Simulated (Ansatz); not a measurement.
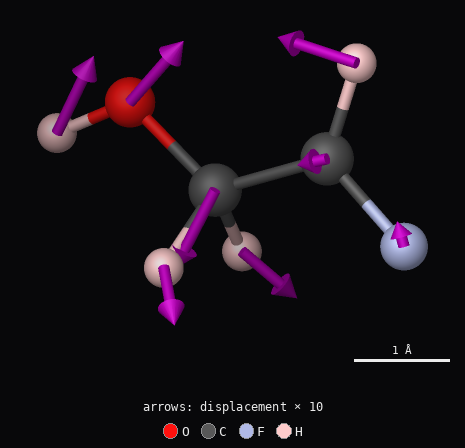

A relaxation of C2H4FO (charge +1). The starting structure is drawn; purple arrows show the displacements, 10 times their true length. The two geometries are superimposed by the best rigid fit.

The picture is a ball-and-stick view, seen at a tilt.

The run prepares an end point of a later path (torsion) calculation, from a guessed geometry.

Method: RKS PBE-D4/6-31G* (Ansatz 0.2.0). Set-up: no spin polarisation; force threshold 0.015 eV/Å; at most 40 steps.

> What did the optimiser do to the structure, and how much energy did it gain?

The energy falls by 0.245 eV in 5 accepted moves (6 points after the start). Largest force component: 2.6 eV/Å at the start, 0.011 eV/Å at the end. The line search rejected the trial step at point 5 of the run. The largest moves after the best rigid fit, 0.10 Å, are those of C and H atoms. By element the largest moves are H 0.10 Å, C 0.10 Å, O 0.10 Å, F 0.03 Å. Some distances before and after: C–C 1.417 → 1.454 Å, C–O 1.349 → 1.376 Å, H–O 0.970 → 0.981 Å, C–H 1.094 → 1.104 Å. Among the angles between lasting bonds that change: O–C–C 123.0° → 112.2°, O–C–H 108.9° → 115.8°, C–O–H 116.8° → 110.0°.
